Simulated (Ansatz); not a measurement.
The calculation's input:

```
crystal:
  periodic: [false, false, false]
  atoms:
    - { symbol: W, position_ang: [0.0, 0.0, 0.0] }
    - { symbol: H, position_ang: [0.9528, 0.0, 1.6669] }
    - { symbol: H, position_ang: [1.6669, 0.0, 0.9528] }
    - { symbol: H, position_ang: [0.0, 1.72, 0.0] }
    - { symbol: H, position_ang: [-1.72, 0.0, 0.0] }
    - { symbol: H, position_ang: [0.0, -1.72, 0.0] }
    - { symbol: H, position_ang: [0.0, 0.0, -1.72] }
basis:
  gaussian: { orbitals: def2-mTZVP }
hamiltonian:
  xc: cam_b3lyp
  dispersion: d4
relax:
  f_tol: 0.15
  max_steps: 25
  restrain:
    - { distance: [1, 2], at: 1.86, k: 30.0 }
    - { distance: [0, 1], at: 1.72, k: 30.0 }
    - { distance: [0, 2], at: 1.72, k: 30.0 }
output:
  orbitals: {}
```

Run with:

```sh
ansatz run input.yaml --threads 1 --pin off --max-ram 2048MiB --backend cpu --events-out ev --progress --plain --runs-dir out
```

The fields are those of the run's last geometry, not of the input's.

Core potentials replace the inner electrons of W.

All numbers below come from RKS CAM-B3LYP-D4/def2-mTZVP in Ansatz.

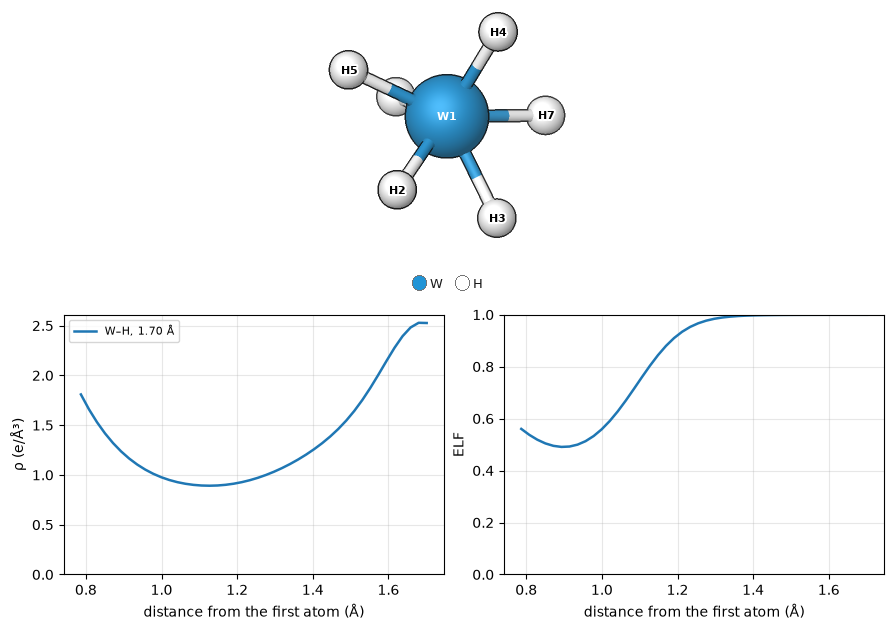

H₆W. Electron density and ELF along straight lines between neighbouring atoms. The curves leave out the atomic cores. The structure is drawn too.

What can be read from the curves?

W–H (1.70 Å): ρ at the midpoint is about 1.4 e/Å³; the ELF climbs to about 1 towards the hydrogen.
